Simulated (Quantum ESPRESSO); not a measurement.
# Constrained canting in MnS (Browneite), part 3 of 3

How does the energy of MnS (Browneite) follow the angle between its sublattices, and is it a Heisenberg cosine?

Quantum ESPRESSO 7.5; LDA with U = 4 eV on Mn d (ortho-atomic projectors); plane waves with GBRV 1.5 LDA potentials, no spin-orbit coupling.

So far, largest spin moment in the atom's sphere (μB): step 2 (the collinear order that defines the sublattices) 4.25; step 3 (the parallel state in the same cell) 4.33; step 4 (angle 0°, no penalty) 4.33; step 5 (angle 30°, lambda 0.5 Ry) 4.32.

### 6. Angle 60°, lambda 0.5 Ry

Input file pw.in:

```
&CONTROL
  calculation = 'scf'
  prefix = 'pwscf'
  outdir = './tmp'
  pseudo_dir = './pseudo'
  disk_io = 'nowf'
/
&SYSTEM
  ibrav = 0
  celldm(1) = 8
  nat = 4
  ntyp = 3
  ecutwfc = 34
  ecutrho = 238
  nbnd = 60
  occupations = 'smearing'
  smearing = 'fd'
  degauss = 0.00734986
  noncolin = .true.
  starting_magnetization(1) = 0.2833
  angle1(1) = 30
  angle2(1) = 0
  starting_magnetization(2) = 0.2833
  angle1(2) = 30
  angle2(2) = 180
  starting_magnetization(3) = 0.0117
  angle1(3) = 0
  angle2(3) = 0
  constrained_magnetization = 'atomic direction'
  lambda = 0.5
  nosym = .true.
/
&ELECTRONS
  conv_thr = 4d-08
  electron_maxstep = 150
  mixing_beta = 0.3
/
ATOMIC_SPECIES
Mn1    54.9380 mn_lda_v1.5.uspp.F.UPF
Mn2    54.9380 mn_lda_v1.5.uspp.F.UPF
S      32.0600 s_lda_v1.4.uspp.F.UPF
CELL_PARAMETERS alat
   0.0000000000000    0.6614041436190    0.6614041436190
   1.3228082872380    0.0000000000000    1.3228082872380
   1.3228082872380    0.6614041436190    0.6614041436190
ATOMIC_POSITIONS crystal
Mn1     0.0000000000    0.0000000000    0.0000000000
Mn2     0.0000000000    0.5000000000    0.0000000000
S       0.2500000000    0.0000000000    0.2500000000
S       0.2500000000    0.5000000000    0.2500000000
K_POINTS automatic
4 2 4 0 0 0
HUBBARD {ortho-atomic}
U Mn1-3d 4.0000
U Mn2-3d 4.0000
```

Launch:

```
$ OMP_NUM_THREADS=1 mpirun -n 3 pw.x -nk 3 -in pw.in > pw.out
```

What it wrote:

```text
     [... lines left out ...]
Program PWSCF v.7.5 starts
     [... lines left out ...]
     number of atoms/cell      =            4
     [... lines left out ...]
     number of electrons       =        42.00
     number of Kohn-Sham states=           60
     kinetic-energy cutoff     =      34.0000  Ry
     charge density cutoff     =     238.0000  Ry
     scf convergence threshold =      4.0E-08
     [... lines left out ...]
     Noncollinear calculation without spin-orbit
     [... lines left out ...]
     No symmetry found
     [... lines left out ...]
     number of k points=    32  Fermi-Dirac smearing, width (Ry)=  0.0073
     [... lines left out ...]
     iteration # 14     ecut=    34.00 Ry     beta= 0.30
     [... lines left out ...]
     constraint energy (Ry) =      0.00024923
     atom number    1 relative position :    0.0000   0.0000   0.0000
     [... lines left out ...]
     magnetization :          2.265426    0.000002    3.659115
     [... lines left out ...]
     atom number    2 relative position :    0.6614   0.0000   0.6614
     [... lines left out ...]
     magnetization :         -2.265437    0.000032    3.659138
     [... lines left out ...]
     atom number    3 relative position :    0.3307   0.3307   0.3307
     [... lines left out ...]
     magnetization :          0.000000    0.000000    0.060628
     [... lines left out ...]
     atom number    4 relative position :    0.9921   0.3307   0.9921
     [... lines left out ...]
     magnetization :          0.000001    0.000000    0.060622
     [... lines left out ...]
     Tr[ns(  1)] (up, down, total) =   4.60055  0.65071  5.25125
     [... lines left out ...]
     Tr[ns(  2)] (up, down, total) =   4.60055  0.65071  5.25125
     [... lines left out ...]
     the Fermi energy is     7.2995 ev
!    total energy              =    -470.48038712 Ry
     estimated scf accuracy    <       0.00000001 Ry
     smearing contrib. (-TS)   =      -0.00002258 Ry
     [... lines left out ...]
     total magnetization       =     0.00     0.00     8.43 Bohr mag/cell
     absolute magnetization    =     9.86 Bohr mag/cell
     [... lines left out ...]
     convergence has been achieved in  14 iterations
```

Elapsed: 7.5 min, on 3 MPI ranks of Intel Xeon at 2.80GHz (Skylake/Cascade Lake), shared host; peak memory 0.61 GiB; 11 min of CPU time.

This step gave:

* smearing term TS: 3.07e-4 eV
* magnetization: 0, 0, 8.43 μB
* absolute magnetization: 9.863 μB
* penalty energy: 3.391 meV
* final state: non-collinear
* largest moment: 4.304 μB

### 7. Angle 180°, no penalty

pw.in: that of step 6 with these lines changed.

```diff
@@ -20,12 +20,8 @@
   starting_magnetization(1) = 0.2833
-  angle1(1) = 30
+  angle1(1) = 90
   angle2(1) = 0
   starting_magnetization(2) = 0.2833
-  angle1(2) = 30
+  angle1(2) = 90
   angle2(2) = 180
-  starting_magnetization(3) = 0.0117
-  angle1(3) = 0
-  angle2(3) = 0
-  constrained_magnetization = 'atomic direction'
-  lambda = 0.5
+  starting_magnetization(3) = 0
   nosym = .true.
```

What it wrote:

```text
     [... lines left out ...]
Program PWSCF v.7.5 starts
     [... lines left out ...]
     number of atoms/cell      =            4
     [... lines left out ...]
     number of electrons       =        42.00
     number of Kohn-Sham states=           60
     kinetic-energy cutoff     =      34.0000  Ry
     charge density cutoff     =     238.0000  Ry
     scf convergence threshold =      4.0E-08
     [... lines left out ...]
     Noncollinear calculation without spin-orbit
     [... lines left out ...]
     No symmetry found
     [... lines left out ...]
     number of k points=    32  Fermi-Dirac smearing, width (Ry)=  0.0073
     [... lines left out ...]
     iteration # 12     ecut=    34.00 Ry     beta= 0.30
     [... lines left out ...]
     atom number    1 relative position :    0.0000   0.0000   0.0000
     [... lines left out ...]
     magnetization :          4.248162   -0.000104    0.000008
     [... lines left out ...]
     atom number    2 relative position :    0.6614   0.0000   0.6614
     [... lines left out ...]
     magnetization :         -4.248193   -0.000063    0.000125
     [... lines left out ...]
     atom number    3 relative position :    0.3307   0.3307   0.3307
     [... lines left out ...]
     magnetization :          0.000000   -0.000001    0.000001
     [... lines left out ...]
     atom number    4 relative position :    0.9921   0.3307   0.9921
     [... lines left out ...]
     magnetization :          0.000001   -0.000001    0.000001
     [... lines left out ...]
     Tr[ns(  1)] (up, down, total) =   2.63957  2.63956  5.27914
     [... lines left out ...]
     Tr[ns(  2)] (up, down, total) =   2.63963  2.63950  5.27913
     [... lines left out ...]
     the Fermi energy is     7.1104 ev
!    total energy              =    -470.49267957 Ry
     estimated scf accuracy    <       0.00000003 Ry
     smearing contrib. (-TS)   =      -0.00000016 Ry
     [... lines left out ...]
     total magnetization       =     0.00    -0.00     0.00 Bohr mag/cell
     absolute magnetization    =     9.52 Bohr mag/cell
     convergence has been achieved in  12 iterations
```

Elapsed: 3.7 min, on 3 MPI ranks; peak memory 0.61 GiB; 11 min of CPU time.

Numbers from this step:

| Quantity | Value |
| --- | --- |
| smearing term TS | 2.11e-6 eV |
| magnetization | 0, 0, 0 μB |
| absolute magnetization | 9.52 μB |
| final state | antiferromagnetic |
| largest moment | 4.248 μB |

### 8. E(θ)

Not every run of the table is shown above.

Canting:

| lambda (Ry) | typed angle (degrees) | final angle (degrees) | energy less that at the first angle (meV a seeded atom) | penalty energy, not in the total (meV a cell) | largest site moment (μB) | CPU time (s) |
| --- | --- | --- | --- | --- | --- | --- |
| - | 0 | 0 | 0 | 0 | 4.33 | 557.6 |
| 0.5 | 30 | 37.44 | -14.34 | 4.826 | 4.32 | 1092 |
| 0.5 | 60 | 63.52 | -37.08 | 3.391 | 4.304 | 649.5 |
| 0.5 | 90 | 91.94 | -66.41 | 1.989 | 4.284 | 719.7 |
| 0.5 | 120 | 121.1 | -94.19 | 0.8966 | 4.265 | 528.1 |
| - | 180 | 180 | -120.7 | 0 | 4.248 | 637.5 |

Table of energy less that at the first angle by final angle between the sublattices:

| final angle between the sublattices (degrees) | energy less that at the first angle (meV a seeded atom) |
| --- | --- |
| 0.0 | 0 |
| 37.4 | -14.3 |
| 63.5 | -37.1 |
| 91.9 | -66.4 |
| 121.1 | -94.2 |
| 180.0 | -121 |

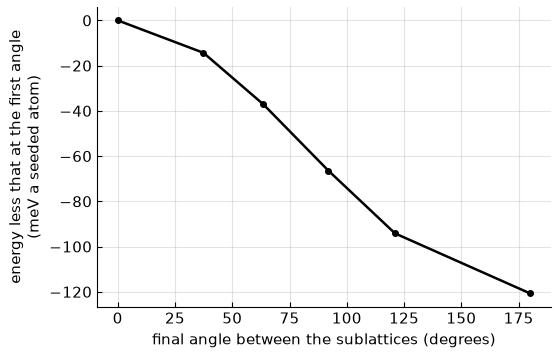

Energy less that at the first angle against final angle between the sublattices.

A fit to E = E0 − A cos θ − B cos² θ gives A = -60.2 meV and B = -4.06 meV a seeded atom.

### 9. Outcome

```json
{
  "angle of lowest energy": "180°",
  "range of the energy": "121 meV a seeded atom",
  "range of the largest moment": "4.25 to 4.33 μB",
  "bilinear coefficient A": "-60.2 meV",
  "biquadratic coefficient B": "-4.06 meV"
}
```

**Reading.** One run ends 7.4° off its typed angle, so energies belong to the final angles. A is negative, so opposed sublattices are favoured, and B is under a tenth of it, as a Heisenberg model has it. The largest moment changes by 1.9 % over the angles. This holds for the two sublattices of this cell; other orders were not tried. Without spin–orbit coupling only the angle between the moments matters. The mesh is coarse, so differences of some ten meV can be noise where moments are itinerant. Energies are free energies at an electronic temperature of 1160 K, which lowers moments and differences where the moments are itinerant. The cutoff lies under the 40 Ry that these files are usually run at.

[Logs and program files are shortened in this print: banners, set-up blocks, solver, clock and traceback lines can be left out without a mark of their own.]

[Logs are printed without paths, hosts, clocks, repeated set-up lines and the standing remarks that a program may print on its own settings, such as how far it seeks lower states.]

[Hosts, paths, dates, database ids (printed as entryN), source tags and the programs' standing remarks are cut or masked in the printed files.]

[Where a cell is said to come from a database of computed structures, the database is the Materials Project.]
